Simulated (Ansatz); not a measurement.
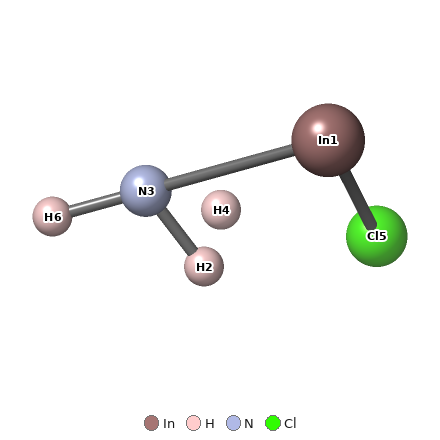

The system is the reacting system ClH3InN; the picture shows the reference structure. Coordinates scanned: (1) distance H2–H4 (bond that forms); (2) distance In1–H2 (bond that breaks). Relaxed at each point: all other coordinates. Grid: 13 × 13 points. Points are written as (first, second). All energies are given in kcal/mol relative to the lowest grid point. The reference is spin-restricted, so regions where a bond is pulled apart into radicals lie too high. Computed with RKS SPW92 (LDA)/def2-SVP in Ansatz 0.2.0.

Its coordinates:

```csv
atom,x (Å),y (Å),z (Å)
In,1.3647,1.1315,0.7063
H,-0.4452,0.2333,-0.3670
N,0.3788,-0.2894,-0.7358
H,-0.4546,-0.5238,0.2793
Cl,-0.9519,0.2004,1.7335
H,0.1083,-0.7520,-1.6162
```

Range: distance H2–H4 (bond that forms) from 0.666 to 2.166 Å; distance In1–H2 (bond that breaks) from 1.557 to 2.757 Å.

Q: What landscape does the calculation give?

A: The lowest grid point is at (1.713 Å, 2.633 Å). It is the only kind of minimum in the scanned range. The highest grid point, (0.666 Å, 1.557 Å), lies 146 kcal/mol above the lowest.

| second ↓, first → | 0.666 | 0.733 | 0.826 | 0.931 | 1.046 | 1.168 | 1.297 | 1.431 | 1.570 | 1.713 | 1.860 | 2.011 | 2.166 |
| --- | --- | --- | --- | --- | --- | --- | --- | --- | --- | --- | --- | --- | --- |
| 2.757 | 94 | 76 | 58 | 42 | 29 | 19 | 11 | 5 | 1 | 0 | 2 | 8 | 18 |
| 2.633 | 94 | 76 | 58 | 42 | 29 | 19 | 11 | 5 | 1 | 0 | 2 | 8 | 16 |
| 2.512 | 94 | 76 | 58 | 43 | 30 | 20 | 12 | 6 | 2 | 0 | 2 | 8 | 16 |
| 2.395 | 95 | 77 | 59 | 44 | 31 | 21 | 13 | 7 | 3 | 2 | 3 | 8 | 16 |
| 2.280 | 96 | 79 | 61 | 46 | 33 | 23 | 15 | 9 | 5 | 4 | 5 | 10 | 18 |
| 2.169 | 98 | 81 | 63 | 48 | 36 | 26 | 18 | 12 | 8 | 7 | 8 | 13 | 20 |
| 2.062 | 102 | 84 | 66 | 51 | 39 | 29 | 21 | 16 | 12 | 11 | 13 | 17 | 24 |
| 1.959 | 106 | 89 | 71 | 56 | 43 | 33 | 26 | 20 | 17 | 16 | 18 | 22 | 29 |
| 1.861 | 112 | 94 | 76 | 61 | 49 | 39 | 31 | 26 | 23 | 22 | 24 | 29 | 36 |
| 1.769 | 120 | 102 | 83 | 68 | 55 | 45 | 37 | 32 | 30 | 29 | 31 | 36 | 43 |
| 1.685 | 128 | 110 | 91 | 75 | 62 | 52 | 44 | 39 | 36 | 36 | 38 | 44 | 51 |
| 1.611 | 138 | 119 | 100 | 84 | 71 | 60 | 52 | 46 | 44 | 43 | 45 | 51 | 60 |
| 1.557 | 146 | 127 | 108 | 91 | 78 | 67 | 59 | 53 | 50 | 50 | 52 | 57 | 66 |

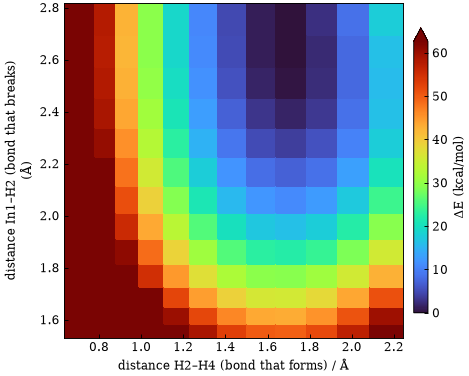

Drawn: one coloured cell a grid point, one colour for all values above the top of the scale.

Each point was launched as `ansatz run input.yaml --threads 1 --pin off --max-ram 2560MiB --backend cpu --events-out ev --progress --plain --runs-dir out`. Time for the 169 points that were run: 20 min on 1 thread of Arm Neoverse V1, on a shared host.
